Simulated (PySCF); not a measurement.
## Electronic structure of C5H7N2 (SMILES C=CN1[CH]NC=C1) (doublet) in real space

```xyz
14

C     2.4056   -0.6541    0.0198
C     1.4553    0.1297   -0.5298
N     0.1432    0.1734   -0.1763
C    -0.8034    1.0517   -0.7105
N    -2.0366    0.6660   -0.1706
C    -1.8078   -0.2587    0.8038
C    -0.4953   -0.5789    0.7981
H     2.2061   -1.3364    0.8244
H     3.4133   -0.6124   -0.3449
H     1.7036    0.8031   -1.3386
H    -0.7459    1.3376   -1.7472
H    -2.8708    1.2159   -0.2653
H    -2.5955   -0.6414    1.4212
H     0.0274   -1.2959    1.3937
```

Geometry: GFN2-xTB.

All numbers below come from UKS B3LYP, pcH-1 on C H N, non-relativistic, mean-field spin-orbit, GIAO (PySCF 2.14.0, density-fitted response routines).

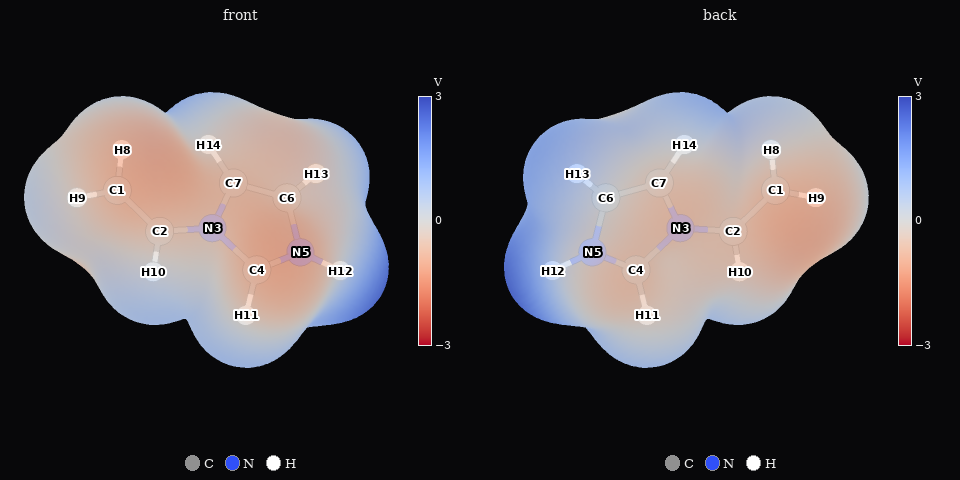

Figure 1. The electrostatic potential painted on the density surface at 0.002 e/bohr³, seen from the front and from behind; red is negative and blue positive.

> Where is the surface potential most negative and most positive?

The most negative region (about −1.2 V) lies over the π face of C1, C2 and C4, the most positive (about +2.4 V) over H12.

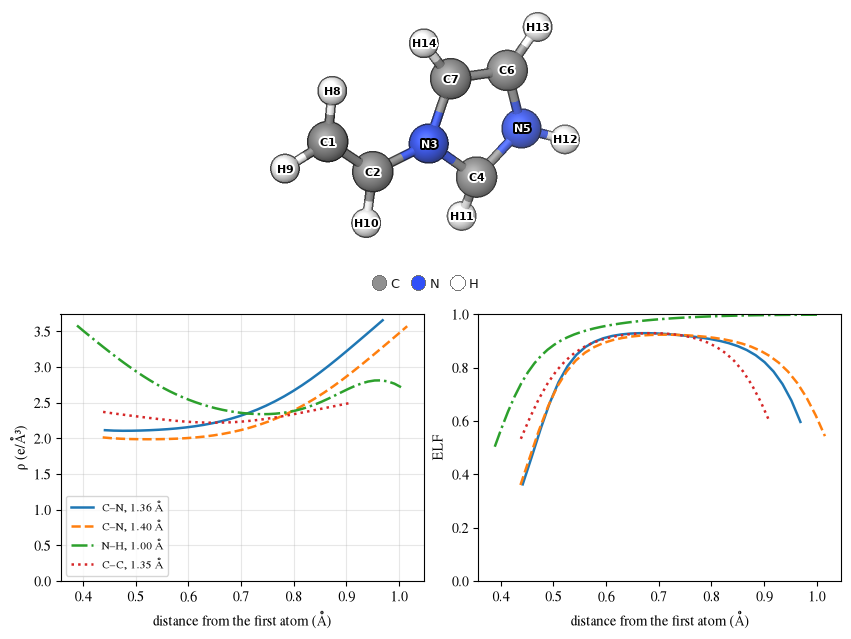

Figure 2. Total electron density and electron localisation function along straight lines between neighbouring atoms. The curves leave out the atomic cores. The structure is drawn too.

> Compare the contacts.

C–N (1.36 Å): ρ is about 2.3 e/Å³ halfway; the ELF peaks at about 0.95 between the atoms: a covalent bond.
C–N (1.40 Å): ρ is about 2.1 e/Å³ halfway; the ELF peaks at about 0.90 between the atoms: localised, covalent bonding.
N–H (1.00 Å): the density is about 2.9 e/Å³ at the midpoint; the ELF climbs to about 1 towards the hydrogen, as it does in any bond to H; a covalent bond by its length.
C–C (1.35 Å): ρ is about 2.2 e/Å³ halfway; the ELF peaks at about 0.95 between the atoms: a covalent bond.
